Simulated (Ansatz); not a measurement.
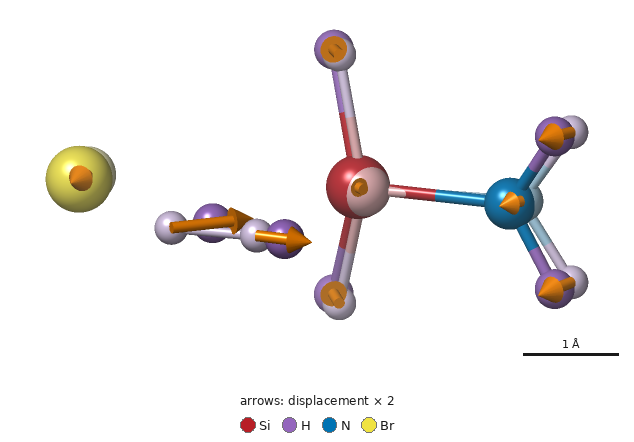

A constrained relaxation of SiNH₆Br. The starting structure is drawn faded, the final one solid; orange arrows show the displacements, 2 times their true length. The two geometries are superimposed by the best rigid fit.

The picture is a ball-and-stick view, seen at a tilt.

The reaction that was planned forms Si1–Br7, H2–H6 and breaks Si1–H2, H6–Br7 (atoms numbered from 1 in input order).

Level of theory: RKS PBE0-D4/def2-SVP in Ansatz 0.2.0.

Input file:
```yaml
crystal:
  periodic: [false, false, false]
  atoms:
    - {symbol: Si, position_ang: [-0.349700, -0.128000, 0.069800]}
    - {symbol: H, position_ang: [1.588800, 0.073700, 0.448100]}
    - {symbol: H, position_ang: [-0.288500, -1.499700, -0.371400]}
    - {symbol: H, position_ang: [-0.803400, 0.738400, 1.130300]}
    - {symbol: N, position_ang: [-0.787100, 0.720100, -1.347700]}
    - {symbol: H, position_ang: [1.776100, -0.409200, 1.231300]}
    - {symbol: Br, position_ang: [0.567200, -1.542300, 2.489000]}
    - {symbol: H, position_ang: [-1.003100, 1.702900, -1.372000]}
    - {symbol: H, position_ang: [-0.700400, 0.344300, -2.277500]}
basis:
  gaussian: {orbitals: def2-SVP}
hamiltonian: {xc: pbe0, dispersion: d4}
relax: {f_tol: 0.04, max_steps: 150, escape_saddle: false, constraints: [{distance: [0, 6]}, {distance: [1, 5]}, {distance: [0, 1]}, {distance: [5, 6]}]}
```

Run as
```bash
ansatz run in.yaml --threads 4 --pin off --events-out ev --progress --plain --max-ram 9574MiB
```

Which element moves most?

Hydrogen: up to 0.47 Å, against 0.19 Å for bromine.

What happened in the run?

The largest move after the best rigid fit is that of H6, 0.47 Å. Largest moves by element: H 0.47 Å, Br 0.19 Å, N 0.15 Å, Si 0.10 Å. Among the contacts that change: Si1–H6 2.439 → 1.993 Å, Si1–H3 1.442 → 1.471 Å, N5–H8 1.007 → 1.015 Å, Si1–N5 1.709 → 1.703 Å. Among the angles between lasting bonds that change: H3–Si1–H4 144.0° → 133.1°, H3–Si1–N5 103.2° → 106.6°. After 6 geometry steps the energy has fallen by 37.8 kJ/mol. Largest force component: 0.83 eV/Å at the start, 0.014 eV/Å at the end.
